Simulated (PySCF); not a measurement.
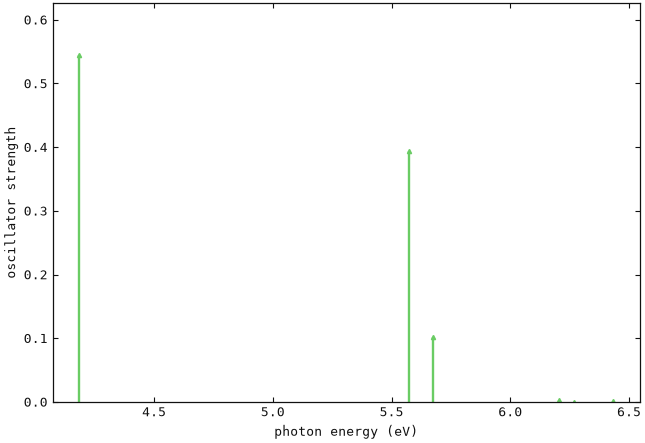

Vertical TDDFT excitations, PBE0/def2-SVPD in PySCF, at a GFN2-xTB geometry (no frequency check), gas phase. Only the first 6 singlet excitations are included.

> Which molecule gives this spectrum?
A. C₆H₆BF₃, SMILES C=C/C=C(/C=C/F)B(F)F
B. C₆H₈S (2,3-dimethylthiophene), SMILES Cc1ccsc1C
C. C₃H₇AlFN, SMILES FCCC#[N+][AlH3-], singlet

A. Its lowest singlet lies at 4.18 eV (f = 0.544) and the brightest of those computed is S1 at 4.18 eV (296 nm), f = 0.544, mainly HOMO → LUMO (93 %).

Known limits of this run: the tight-binding geometry is rougher than a DFT one and adds to the error; one conformer of a flexible molecule; core orbitals are frozen in the response.
